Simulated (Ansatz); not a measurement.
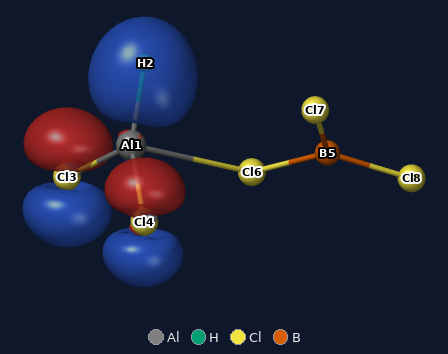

Figure 1: AlBCl5H. The HOMO at ±0.15 Å⁻³ᐟ² (blue and red are the two phases), seen from one side.

The reactant side of a reaction path; geometry: PBE0-D4/def2-TZVP.

The calculation used Ansatz 0.2.0, RKS PBE0-D4/def2-TZVPP.

```xyz
8

Al   -0.8488    0.9230   -1.1868
H     0.4287    0.7495   -2.0753
Cl   -2.7083    0.2266   -1.8750
Cl   -0.8931    2.3819    0.3253
B     1.0333   -1.0571    1.2139
Cl   -0.5097   -1.1840    0.3495
Cl    2.1491    0.1833    0.8042
Cl    1.3488   -2.2232    2.4443
```

**Where does this orbital lie, and at what energy?**

By Hirshfeld shares it lies mainly on Cl3 (about 30 %), H2 (about 25 %), Cl4 (about 20 %) and Al1 (about 20 %). Its energy is −8.78 eV.
